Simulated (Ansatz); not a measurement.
## Geometry relaxation, with input and output: NaH12BrO6 (part 2 of 2)

Continued. System: NaH12BrO6 (disordered cell, 20 atoms in the cell). Method: DFT PBE-D3(BJ), scalar-relativistic, plane waves, PAW, no spin polarisation (Ansatz 0.2.0); cutoff 420 eV, 1×1×1 k-mesh, Fermi–Dirac smearing of 0.05 eV. It belongs to a series of runs on one base structure; here: start relaxed.

Geometry of the input (Å; fractional positions):
```
6.6282  0.0000  0.0000
0.0000  6.6282  0.0000
0.0000  0.0000  6.6282
O  0.4841  0.3172  0.0969
H  0.5682  0.4248  0.0449
H  0.4835  0.3395  0.2413
O  0.0145  0.2970  0.8515
H  0.0145  0.4207  0.7737
H  0.0012  0.1920  0.7508
O  0.6364  0.6868  0.4405
H  0.5644  0.7141  0.3163
H  0.7314  0.7972  0.4514
O  0.2962  0.1745  0.5720
H  0.4282  0.2240  0.5332
H  0.2055  0.2368  0.4759
O  0.9873  0.7258  0.2373
H  0.8790  0.6331  0.2049
H  0.9272  0.8578  0.2196
O  0.1579  0.9522  0.9458
H  0.2158  1.0828  0.9151
H  0.2264  0.9110  1.0681
Na 0.6971  0.9347  0.8338
Br 0.7643  0.3592  0.5491
```

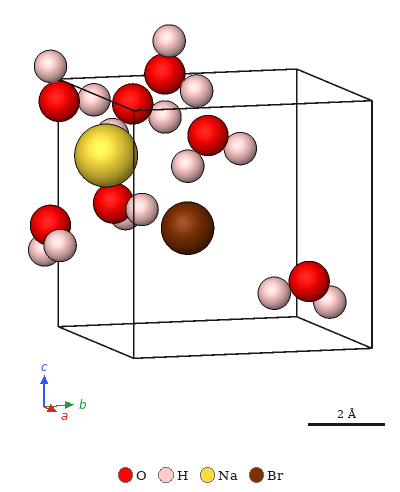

Figure 1. The geometry at step 7 of the log (spheres-only view of the cell of the calculation, seen slightly off an axis).

**Output, continued**
```
--- Relaxed structure (14 steps of the walk, 14 accepted, 0 SCFs on fresh bases) ---
  F+E_penalty+E_count = -7870.52421493 eV   max|allowed force component| = 2.736e-1 eV/Å
  atoms:
    - { symbol: O, position: [0.548857783930477, 0.30607484289672926, 0.013328503263683183] }
    - { symbol: H, position: [0.6195332255083909, 0.41595120003706876, -0.053996475739833294] }
    - { symbol: H, position: [0.6286885422454845, 0.28823150633123823, 0.13840850929566542] }
    - { symbol: O, position: [0.035469904339088525, 0.30798981637346856, 0.8724318558388394] }
    - { symbol: H, position: [0.10422762489990846, 0.43707331078449113, 0.8623817335942695] }
    - { symbol: H, position: [-0.040922587819094094, 0.29917258193902196, 0.743521228333874] }
    - { symbol: O, position: [0.6030701162515922, 0.7848506928277946, 0.5803758938784632] }
    - { symbol: H, position: [0.49440641783035416, 0.7902585397898763, 0.48196761114668796] }
    - { symbol: H, position: [0.7268701828119496, 0.7739458720805754, 0.49840851199618946] }
    - { symbol: O, position: [0.3025045934734222, 0.10040087416849917, 0.4676830071108635] }
    - { symbol: H, position: [0.39106015829504376, 0.20214191931496084, 0.40745045852639306] }
    - { symbol: H, position: [0.16476449543451033, 0.1508236280557616, 0.4474525854424856] }
    - { symbol: O, position: [0.9576340456868304, 0.7396492957182794, 0.3095435450144304] }
    - { symbol: H, position: [0.9364599111134085, 0.5926846071391709, 0.3069140920835706] }
    - { symbol: H, position: [0.9299554762500022, 0.7846519549562725, 0.17208926676781316] }
    - { symbol: O, position: [0.21632934889377411, 0.9481507122026757, 0.977387495624019] }
    - { symbol: H, position: [0.14848030902311418, 1.0810129581654002, 0.959714631487383] }
    - { symbol: H, position: [0.2248280981205303, 0.9304087786254153, 1.1231640323162395] }
    - { symbol: Na, position: [0.49126698325797913, 1.0536748850501658, 0.7716343367656068] }
    - { symbol: Br, position: [0.7995456704532327, 0.2942664235431334, 0.44240427725335524] }
```

**Trajectory as extended XYZ (Å, eV, eV/Å), 11 of the 14 frames kept, from step=1 to step=14**
```
20
Lattice="6.6282 0.0000 0.0000 0.0000 6.6282 0.0000 0.0000 0.0000 6.6282" Properties=species:S:1:pos:R:3:forces:R:3 step=1 energy=-7865.82096
O     3.2088    2.1026    0.6425   -0.1789  -0.2042  -0.3579
H     3.7663    2.8156    0.2977    0.1013  -0.2071  -0.1828
H     3.2045    2.2505    1.5997    0.3477  -0.0383   0.3335
O     0.0960    1.9687    5.6439    0.9602  -0.0325   2.2304
H     0.0960    2.7888    5.1286   -0.0571  -0.2032  -0.1493
H     0.0081    1.2725    4.9763    0.0145   0.5147  -0.2820
O     4.2179    4.5522    2.9199   -1.2929   1.9430  -0.2972
H     3.7412    4.7334    2.0965   -0.4899   0.3584  -0.0164
H     4.8481    5.2842    2.9917    0.2643   0.0962  -0.3286
O     1.9636    1.1569    3.7916   -0.1450  -0.5600  -0.3147
H     2.8379    1.4846    3.5341    0.6564   0.2734   0.1333
H     1.3618    1.5695    3.1545   -0.2432   0.0334  -0.0149
O     6.5438    4.8108    1.5730    0.1705   0.1723  -0.1315
H     5.8264    4.1965    1.3584    0.1227  -0.4781   0.3361
H     6.1459    5.6860    1.4553    0.2592   0.2759  -0.1020
O     1.0466    6.3116    6.2688    0.4108  -0.6824   0.0519
H     1.4306    7.1773    6.0658   -0.1026   0.7166  -0.1653
H     1.5006    6.0381    7.0795   -0.3340  -0.2297   0.1050
Na    4.6202    6.1952    5.5268    0.0329   0.5894  -0.2517
Br    5.0657    2.3808    3.6394   -0.4972  -2.3372  -0.5964
20
Lattice="6.6282 0.0000 0.0000 0.0000 6.6282 0.0000 0.0000 0.0000 6.6282" Properties=species:S:1:pos:R:3:forces:R:3 step=2 energy=-7866.84624
O     3.1962    2.0955    0.6387   -0.1004  -0.0626  -0.1538
H     3.7726    2.7872    0.2774    0.0337  -0.2284  -0.1443
H     3.2396    2.2383    1.6018    0.3301  -0.1244   0.0812
O     0.1645    1.9737    5.7155    0.3143   0.2208   0.8985
H     0.0944    2.7847    5.1799   -0.0046  -0.1437   0.1346
H     0.0187    1.3026    5.0219    0.0223   0.3955  -0.0024
O     4.1210    4.6575    2.9347   -0.2967   1.4222  -0.0065
H     3.6909    4.7979    2.0783   -0.3316   0.2679   0.1551
H     4.8617    5.3018    2.9414   -0.2472  -0.3942  -0.2963
O     1.9772    1.1094    3.7524   -0.0970  -0.2988  -0.4879
H     2.8513    1.5028    3.5495    0.1503   0.0463   0.1874
H     1.3598    1.5720    3.1585    0.0034  -0.0954   0.1203
O     6.5635    4.8173    1.5625   -0.1306   0.0164  -0.0171
H     5.8454    4.1807    1.3963    0.2461  -0.2272   0.3186
H     6.1611    5.6922    1.4400    0.2222   0.1291  -0.1027
O     1.0864    6.2825    6.2429    0.5569  -0.2616   0.0120
H     1.4154    7.1915    6.0784   -0.1656   0.1705  -0.0040
H     1.4795    6.0292    7.0936   -0.3181  -0.1192  -0.0159
Na    4.6246    6.2530    5.5032   -0.0496   0.5985  -0.3262
Br    5.0064    2.2059    3.5771   -0.1382  -1.3114  -0.3514
20
Lattice="6.6282 0.0000 0.0000 0.0000 6.6282 0.0000 0.0000 0.0000 6.6282" Properties=species:S:1:pos:R:3:forces:R:3 step=4 energy=-7868.06829
O     3.1745    2.0584    0.5894    0.3072   0.0226   0.4024
H     3.7917    2.6855    0.1757   -0.0800  -0.1300  -0.0929
H     3.4294    2.1035    1.5477    0.0597  -0.1919  -0.5156
O     0.1767    2.0237    5.8432   -0.1239   0.1306  -0.2679
H     0.0990    2.8523    5.3299    0.1014   0.0485   0.4107
H     0.0456    1.4195    5.0772    0.0837   0.1175   0.2451
O     3.9678    4.9001    3.0703    1.4273   1.0377  -0.4544
H     3.4993    4.9572    2.2173   -0.1895   0.1332   0.4366
H     4.8950    5.2550    2.8357   -1.4567  -0.7893   0.3530
O     1.9737    0.9526    3.5956    0.3118   0.6448  -0.4049
H     2.8333    1.4633    3.5744   -0.6879  -0.5171   0.0464
H     1.3513    1.5581    3.1381    0.2098  -0.3718   0.2074
O     6.5806    4.8410    1.6709   -0.5845   0.5536  -0.0360
H     5.9304    4.1261    1.5149    0.2969   0.0258   0.0652
H     6.1748    5.6736    1.3282    0.3515  -0.6238   0.1377
O     1.2483    6.2212    6.1791    0.5251   0.5272   0.8895
H     1.3996    7.2092    6.1498   -0.1123  -0.6978  -0.0262
H     1.3871    6.0085    7.1347   -0.1892   0.0062  -0.7695
Na    4.5363    6.5079    5.3456   -0.3830   0.2797  -0.3173
Br    5.0356    1.9591    3.4266    0.1325  -0.2053  -0.3096
20
Lattice="6.6282 0.0000 0.0000 0.0000 6.6282 0.0000 0.0000 0.0000 6.6282" Properties=species:S:1:pos:R:3:forces:R:3 step=5 energy=-7868.53218
O     3.2252    1.9937    0.5497    0.2539   0.0038   0.1152
H     3.7899    2.6612    0.1231   -0.1032  -0.1255  -0.0387
H     3.5097    2.0375    1.4961    0.1175  -0.1667  -0.3328
O     0.1559    2.0223    5.8790   -0.0910   0.1940  -0.2149
H     0.1057    2.8849    5.4211    0.0985  -0.0682   0.3413
H     0.0423    1.4551    5.0851    0.0300   0.0936   0.1289
O     3.9529    5.0039    3.1470    0.8006   0.6145  -0.4989
H     3.3983    5.0702    2.3415    0.0981   0.1480   0.6565
H     4.8812    5.2199    2.8215   -0.9923  -0.4612   0.3066
O     1.9723    0.9256    3.5525    0.1336   0.1929  -0.1597
H     2.8161    1.4335    3.5252   -0.2380  -0.2070  -0.0255
H     1.3367    1.5273    3.1250   -0.0110  -0.1716   0.0512
O     6.5688    4.8758    1.7643   -1.1934   0.8101  -0.6952
H     6.0053    4.1005    1.5266    0.5177   0.2103   0.1773
H     6.1654    5.6474    1.2604    0.7043  -1.0544   0.6281
O     1.3185    6.2058    6.1945    0.3470   0.1989   0.6944
H     1.4112    7.1913    6.1893   -0.0453  -0.3141  -0.0423
H     1.3870    5.9876    7.1510   -0.0642  -0.0287  -0.5213
Na    4.4043    6.5893    5.2550   -0.5010   0.1695  -0.2929
Br    5.0834    1.9429    3.3358    0.1377  -0.0374  -0.2776
20
Lattice="6.6282 0.0000 0.0000 0.0000 6.6282 0.0000 0.0000 0.0000 6.6282" Properties=species:S:1:pos:R:3:forces:R:3 step=6 energy=-7868.91431
O     3.2617    1.9497    0.5146    0.1548   0.0411  -0.2926
H     3.7809    2.6542    0.0861   -0.1337  -0.1794   0.0311
H     3.5691    1.9818    1.4470    0.2297  -0.1274  -0.0318
O     0.1452    2.0189    5.8933   -0.0203   0.2378  -0.1298
H     0.1279    2.9037    5.4773    0.0946  -0.1558   0.2793
H     0.0327    1.4789    5.0832   -0.0476   0.0826   0.0399
O     3.9622    5.0877    3.2188    0.1959   0.3570  -0.3067
H     3.3558    5.1439    2.4507    0.1985   0.1393   0.6431
H     4.8733    5.1776    2.8325   -0.4543  -0.2525   0.1735
O     1.9810    0.9115    3.5285   -0.0286  -0.1999   0.0193
H     2.8067    1.4280    3.4874    0.1076   0.0898  -0.1229
H     1.3193    1.4950    3.1266   -0.1393  -0.0327  -0.0342
O     6.5400    4.9002    1.8209   -1.2755   0.3618  -1.0212
H     6.0574    4.0864    1.5127    0.6465   0.4125   0.3785
H     6.1683    5.6224    1.2331    0.6322  -0.8041   0.7024
O     1.3853    6.1962    6.2172    0.2694  -0.0420   0.2000
H     1.4121    7.1780    6.2144   -0.0270   0.0045   0.0033
H     1.3956    5.9738    7.1648    0.0202  -0.0757  -0.0676
Na    4.2355    6.6352    5.1687   -0.5489   0.1173  -0.2323
Br    5.1198    1.9526    3.2663    0.1239   0.0267  -0.2326
20
Lattice="6.6282 0.0000 0.0000 0.0000 6.6282 0.0000 0.0000 0.0000 6.6282" Properties=species:S:1:pos:R:3:forces:R:3 step=7 energy=-7869.24008
O     3.2898    1.9201    0.4808    0.0769   0.0376  -0.4068
H     3.7740    2.6516    0.0573   -0.1086  -0.1632   0.0428
H     3.6209    1.9366    1.4035    0.2772  -0.1006   0.0538
O     0.1496    2.0188    5.9011    0.0155   0.1519  -0.0683
H     0.1568    2.9153    5.5155    0.1085  -0.1223   0.2099
H     0.0092    1.5003    5.0821   -0.1060   0.0900   0.0097
O     3.9709    5.1499    3.2803    0.1384   0.1795  -0.1480
H     3.3396    5.1903    2.5391    0.0606   0.1242   0.4221
H     4.8652    5.1366    2.8549   -0.2595  -0.1505   0.1700
O     1.9960    0.9041    3.5252   -0.0210  -0.2040   0.0374
H     2.8058    1.4394    3.4384    0.0986   0.1630  -0.1885
H     1.2986    1.4553    3.1342   -0.0843  -0.0681   0.0095
O     6.5041    4.9198    1.8445   -0.8632  -0.1983  -0.6819
H     6.0973    4.0771    1.5100    0.5412   0.4011   0.4059
H     6.1653    5.6008    1.2198    0.3039  -0.2389   0.3057
O     1.4586    6.1892    6.2351    0.2511   0.0299  -0.0546
H     1.4090    7.1713    6.2318   -0.0316  -0.0157   0.0315
H     1.4157    5.9606    7.1759    0.0453  -0.0888   0.1387
Na    4.0566    6.6726    5.0992   -0.5548   0.1187  -0.0939
Br    5.1468    1.9662    3.2150    0.1113   0.0552  -0.1952
20
Lattice="6.6282 0.0000 0.0000 0.0000 6.6282 0.0000 0.0000 0.0000 6.6282" Properties=species:S:1:pos:R:3:forces:R:3 step=9 energy=-7869.77043
O     3.3538    1.8759    0.3970    0.0903  -0.0198  -0.1421
H     3.7668    2.6570   -0.0070   -0.0213  -0.0501   0.0133
H     3.7588    1.8492    1.2974    0.1847  -0.0422  -0.1578
O     0.1725    2.0030    5.9135   -0.0123  -0.0516  -0.2295
H     0.2640    2.9241    5.6069    0.1335  -0.1728   0.1293
H    -0.1057    1.5639    5.0753   -0.1031   0.2730   0.1753
O     3.9717    5.2078    3.3806    0.2055  -0.0002   0.0822
H     3.3105    5.2582    2.6760   -0.1026   0.0999   0.1078
H     4.8366    5.0845    2.9171   -0.1748  -0.0113   0.1718
O     2.0594    0.8916    3.5135    0.0093   0.3893  -0.2742
H     2.8040    1.5001    3.2875   -0.3046  -0.1668  -0.0953
H     1.2562    1.3468    3.1826    0.2594  -0.2663   0.1866
O     6.4313    4.9504    1.8613   -0.1700  -0.3426  -0.0778
H     6.1687    4.0553    1.5485    0.1935   0.1629   0.2293
H     6.1402    5.5623    1.1697   -0.0386   0.1312  -0.1523
O     1.5980    6.1894    6.2619   -0.0238   0.3362   0.1679
H     1.3840    7.1603    6.2662   -0.0187  -0.3055  -0.0109
H     1.4755    5.9325    7.1927    0.0796  -0.0560  -0.0372
Na    3.6850    6.7690    5.0810   -0.2977   0.0579   0.0346
Br    5.1988    1.9945    3.1219    0.1116   0.0347  -0.1210
20
Lattice="6.6282 0.0000 0.0000 0.0000 6.6282 0.0000 0.0000 0.0000 6.6282" Properties=species:S:1:pos:R:3:forces:R:3 step=10 energy=-7870.03385
O     3.4495    1.9016    0.3038    0.1197  -0.0497  -0.0329
H     3.8595    2.6805   -0.1080    0.0037  -0.0545   0.0037
H     3.9180    1.8421    1.1766    0.0642  -0.0036  -0.2450
O     0.1627    2.0339    5.8787    0.0121   0.2617  -0.5790
H     0.3817    2.9671    5.6593    0.0331  -0.5714   0.2049
H    -0.1541    1.7006    4.9962   -0.0113   0.3427   0.4093
O     3.9661    5.1913    3.5001    0.2049  -0.0131   0.1181
H     3.3045    5.2702    2.7978   -0.0809   0.0806   0.0599
H     4.8241    5.0389    3.0326   -0.1486   0.0148   0.1110
O     2.0703    0.8871    3.4378    0.1092   0.5409  -0.3495
H     2.7876    1.5120    3.1604   -0.4368  -0.3233  -0.0036
H     1.2343    1.3170    3.1487    0.3231  -0.2804   0.1779
O     6.4112    4.8919    1.9295   -0.1667  -0.1861  -0.3014
H     6.2082    3.9507    1.7039    0.1102   0.2698   0.2429
H     6.1218    5.4155    1.1611    0.0333  -0.0836   0.0526
O     1.5154    6.2163    6.3141   -0.1280   0.4153   0.2415
H     1.2326    7.1734    6.2852    0.0184  -0.3451  -0.0471
H     1.4040    5.9845    7.2544    0.1235  -0.0472  -0.0909
Na    3.5485    6.7909    5.1119   -0.2135   0.0906   0.0795
Br    5.2841    2.0103    2.9997    0.0305  -0.0584  -0.0517
20
Lattice="6.6282 0.0000 0.0000 0.0000 6.6282 0.0000 0.0000 0.0000 6.6282" Properties=species:S:1:pos:R:3:forces:R:3 step=11 energy=-7870.22170
O     3.5206    1.8715    0.2037    0.1878   0.0964   0.1391
H     3.9035    2.6676   -0.2010    0.0119  -0.0208  -0.0065
H     4.0288    1.7978    1.0555   -0.0299   0.0066  -0.2349
O     0.1760    2.0174    5.8609   -0.0744   0.8879  -1.1324
H     0.5541    2.9344    5.7389   -0.3866  -1.2220   0.1588
H    -0.2805    1.8457    4.9682    0.5133   0.3563   0.9415
O     3.9783    5.2270    3.6130    0.1518  -0.1066   0.0506
H     3.2875    5.3190    2.9375    0.0032   0.0739   0.0871
H     4.8136    5.0731    3.1065   -0.1560   0.1116   0.0973
O     2.0832    0.8701    3.3769    0.0066   0.5175  -0.4234
H     2.7475    1.5106    3.0193   -0.3882  -0.3835   0.1027
H     1.2076    1.2421    3.1292    0.3185  -0.2461   0.1661
O     6.3849    4.9380    1.9248   -0.4652  -0.6088  -0.8122
H     6.2165    3.9449    1.8807    0.1380   0.9225   0.0407
H     6.0842    5.3068    1.0533    0.3185  -0.4708   0.8101
O     1.4992    6.2238    6.3654   -0.1724   0.3503   0.3053
H     1.1325    7.1535    6.3072    0.0367  -0.3615  -0.0526
H     1.4583    6.0176    7.3194    0.0053   0.0225  -0.1902
Na    3.4369    6.8707    5.1566   -0.1035  -0.0608  -0.0532
Br    5.2971    1.9441    2.9278    0.0837   0.1361   0.0071
20
Lattice="6.6282 0.0000 0.0000 0.0000 6.6282 0.0000 0.0000 0.0000 6.6282" Properties=species:S:1:pos:R:3:forces:R:3 step=13 energy=-7870.52421
O     3.6380    2.0287    0.0883    0.1765   0.1155   0.0147
H     4.1064    2.7570   -0.3579   -0.0645  -0.0638   0.0108
H     4.1671    1.9105    0.9174   -0.0501   0.0102  -0.0992
O     0.2351    2.0414    5.7827   -0.1455   0.1542  -0.2741
H     0.6908    2.8970    5.7161    0.0559  -0.1211   0.0884
H    -0.2712    1.9830    4.9282    0.1493  -0.0015   0.1648
O     3.9973    5.2022    3.8469    0.0387  -0.0090   0.0564
H     3.2770    5.2380    3.1946    0.0539   0.0010   0.0257
H     4.8179    5.1299    3.3036   -0.0742   0.0253   0.0049
O     2.0051    0.6655    3.0999   -0.0526   0.1613  -0.1992
H     2.5920    1.3398    2.7007   -0.1231  -0.1450   0.0170
H     1.0921    0.9997    2.9658    0.1143  -0.0946   0.0795
O     6.3474    4.9026    2.0517   -0.0765   0.0156  -0.2417
H     6.2071    3.9284    2.0343   -0.0193   0.0087   0.0834
H     6.1640    5.2008    1.1406    0.0945  -0.0542   0.2023
O     1.4339    6.2846    6.4783   -0.1271   0.1553   0.1815
H     0.9842    7.1652    6.3612    0.0512  -0.1549  -0.0388
H     1.4902    6.1670    7.4446    0.0361   0.0295  -0.0932
Na    3.2562    6.9840    5.1146   -0.0470  -0.0005  -0.0006
Br    5.2996    1.9505    2.9324    0.0086  -0.0312   0.0168
20
Lattice="6.6282 0.0000 0.0000 0.0000 6.6282 0.0000 0.0000 0.0000 6.6282" Properties=species:S:1:pos:R:3:forces:R:3 step=14 energy=-7870.52422
O     3.6380    2.0287    0.0883    0.1775   0.1161   0.0145
H     4.1064    2.7570   -0.3579   -0.0644  -0.0639   0.0108
H     4.1671    1.9105    0.9174   -0.0504   0.0103  -0.0995
O     0.2351    2.0414    5.7827   -0.1459   0.1539  -0.2736
H     0.6908    2.8970    5.7161    0.0565  -0.1206   0.0883
H    -0.2712    1.9830    4.9282    0.1491  -0.0014   0.1645
O     3.9973    5.2022    3.8469    0.0387  -0.0091   0.0605
H     3.2770    5.2380    3.1946    0.0520   0.0009   0.0234
H     4.8179    5.1299    3.3036   -0.0729   0.0253   0.0036
O     2.0051    0.6655    3.0999   -0.0525   0.1610  -0.1993
H     2.5920    1.3398    2.7007   -0.1232  -0.1451   0.0168
H     1.0921    0.9997    2.9658    0.1142  -0.0948   0.0794
O     6.3474    4.9026    2.0517   -0.0773   0.0139  -0.2443
H     6.2071    3.9284    2.0343   -0.0190   0.0106   0.0839
H     6.1640    5.2008    1.1406    0.0954  -0.0548   0.2047
O     1.4339    6.2846    6.4783   -0.1262   0.1529   0.1787
H     0.9842    7.1652    6.3612    0.0500  -0.1530  -0.0386
H     1.4902    6.1670    7.4446    0.0364   0.0293  -0.0902
Na    3.2562    6.9840    5.1146   -0.0469  -0.0003  -0.0003
Br    5.2996    1.9505    2.9324    0.0086  -0.0311   0.0167
```
